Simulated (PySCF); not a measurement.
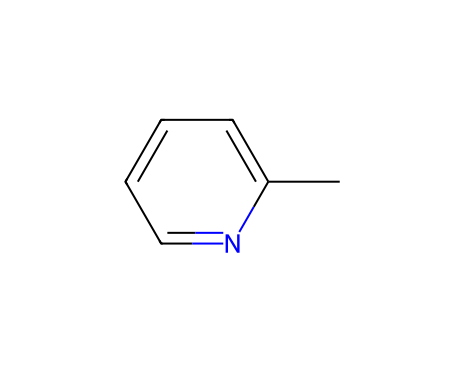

**Give its SMILES.**

Cc1ccccn1

**What is the molecular formula?**

C6H7N.

**An optimisation with PBE0-D3(BJ)/def2-SVP gave a structure of which point group?**

Cs.

The parts below concern this one geometry. Atoms keep their numbers from picture to picture. The geometry was computed by an optimisation with PBE0-D3(BJ)/def2-SVP. No frequency run is at hand to confirm it as a minimum.

Shape

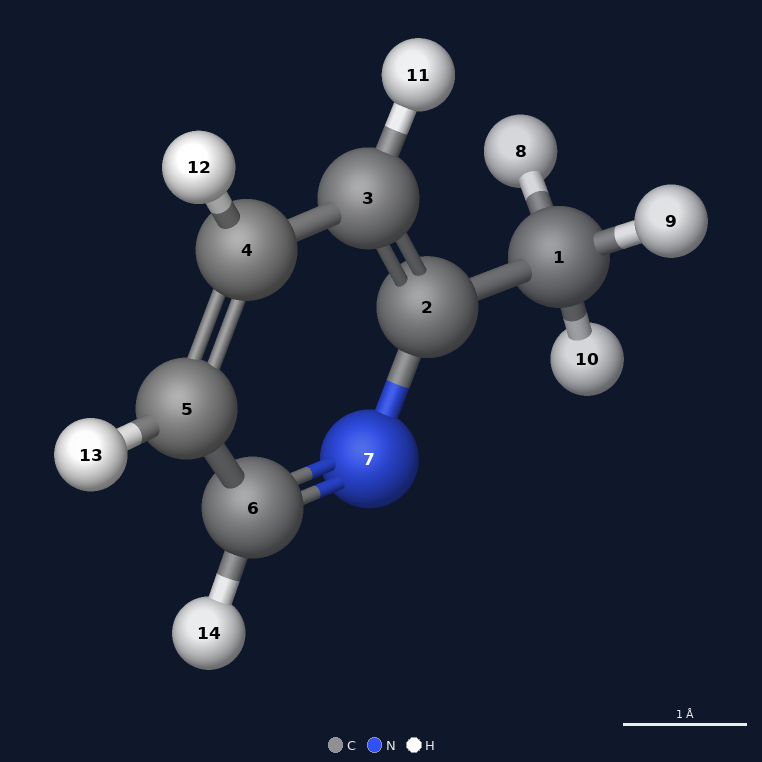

Numbered structure. No frequency run is at hand to confirm it as a minimum.

Estimate the angles C1–C2–N7, C2–C1–H8, C2–C1–H10, C2–N7–C6, C3–C2–N7, C3–C4–C5, C4–C3–H11, C4–C5–H13, C5–C4–H12, C5–C6–N7, C5–C6–H14, N7–C6–H14.

```csv
angle,degrees
C1–C2–N7,117.2
C2–C1–H8,111.2
C2–C1–H10,109.4
C2–N7–C6,118.8
C3–C2–N7,121.7
C3–C4–C5,118.8
C4–C3–H11,120.8
C4–C5–H13,121.5
C5–C4–H12,120.7
C5–C6–N7,123.6
C5–C6–H14,120.2
N7–C6–H14,116.2
```

Levels of theory compared

No frequency run is at hand to confirm it as a minimum. Program: PySCF 2.14.0.

Tabulate HOMO energy (eV), dipole (D) at these levels: BHandHLYP/aug-pcX-1 (pcseg-1 on H); CAM-B3LYP/def2-SVPD; CAM-B3LYP/def2-SVPD in benzene (IEF-PCM); CAM-B3LYP/def2-SVPD in chloroform (IEF-PCM); PBE0/pcSseg-1 in benzene (IEF-PCM); PBE0/pcSseg-1 in chloroform (IEF-PCM); PBE0/pcSseg-1 in dimethylsulfoxide (IEF-PCM); WP04/pcSseg-1 in chloroform (IEF-PCM); ωB97X-D/pcSseg-1 in chloroform (IEF-PCM).

```tsv
level	HOMO energy (eV)	dipole (D)
BHandHLYP/aug-pcX-1 (pcseg-1 on H)	−8.10	1.96
CAM-B3LYP/def2-SVPD	−8.54	1.99
CAM-B3LYP/def2-SVPD in benzene (IEF-PCM)	−8.52	2.36
CAM-B3LYP/def2-SVPD in chloroform (IEF-PCM)	−8.52	2.63
PBE0/pcSseg-1 in benzene (IEF-PCM)	−7.34	2.29
PBE0/pcSseg-1 in chloroform (IEF-PCM)	−7.35	2.52
PBE0/pcSseg-1 in dimethylsulfoxide (IEF-PCM)	−7.37	2.81
WP04/pcSseg-1 in chloroform (IEF-PCM)	−8.45	2.55
ωB97X-D/pcSseg-1 in chloroform (IEF-PCM)	−9.12	2.55
```

Excitation

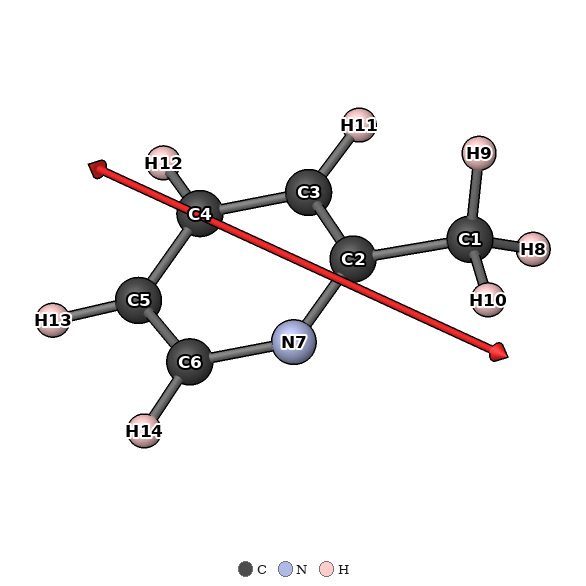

The double arrow shows the direction of the transition dipole to excited singlet state 4 (its length means nothing). No frequency run is at hand to confirm it as a minimum. Properties computed with TDDFT CAM-B3LYP/def2-SVPD, vertical, gas phase, core orbitals frozen in the response (PySCF 2.14.0).

**Where does the transition lie, and how strong is it?**

6.25 eV (198 nm), oscillator strength 0.073, mainly HOMO → LUMO+1 (weight 0.77); transition dipole 1.76 D.

Polarisability

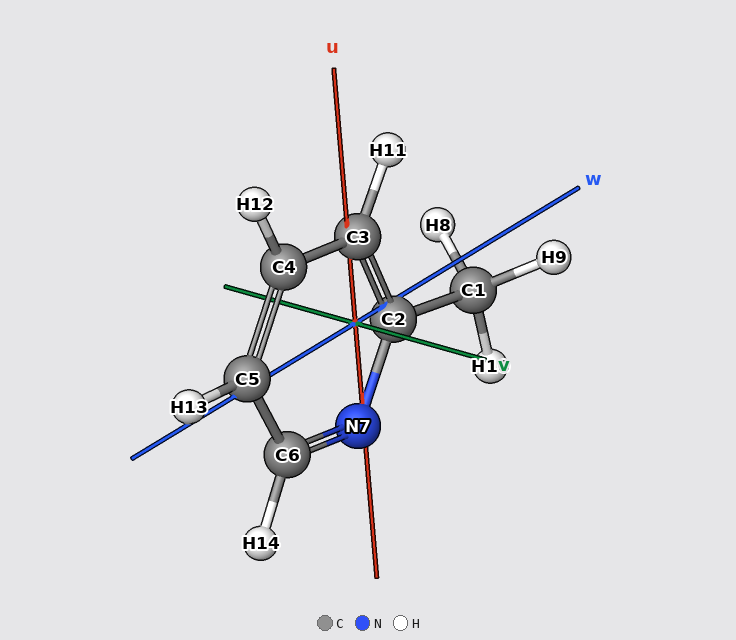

The lines u, v and w are the principal axes of the static dipole polarisability. No frequency run is at hand to confirm it as a minimum. Computed with CAM-B3LYP/def2-SVPD in chloroform (IEF-PCM) (PySCF 2.14.0).

**Along which axis is the molecule most polarisable, and along which least?**

Most along w (nearly parallel to the C3–C4 bond), least along v.

**Give the three principal values.**

u 104.2, v 59.7, w 120.7 bohr³; mean 94.9, anisotropy 54.7 bohr³.

Ring current

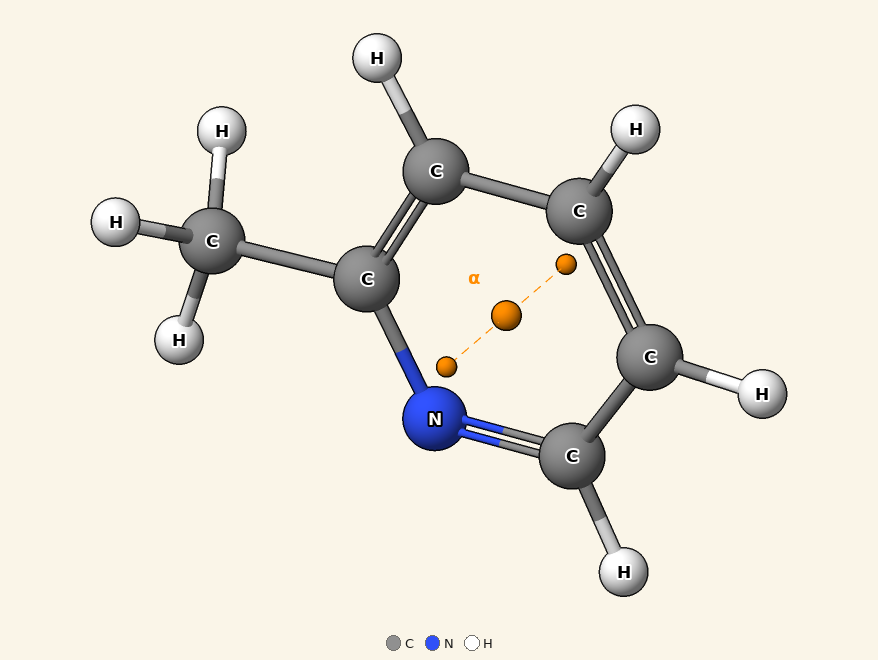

The small points mark where nucleus-independent chemical shifts (NICS) were computed: at the centre of each lettered ring and 1 Å above and below it. No frequency run is at hand to confirm it as a minimum. Properties computed with GIAO PBE0/pcSseg-1 NMR shielding, non-relativistic, IEF-PCM chloroform (PySCF 2.14.0).

Give NICS(0), NICS(1) and the out-of-plane component NICS(1)zz for each ring (means of the two sides).

| ring | members | NICS(0) | NICS(1) | NICS(1)zz |
| --- | --- | --- | --- | --- |
| α | C5N | −7.1 | −11.0 | −27.7 |

Values in ppm.

**What do the values say about the ring currents?**

Ring α: diatropic, as in an aromatic ring. NICS is one index among several.
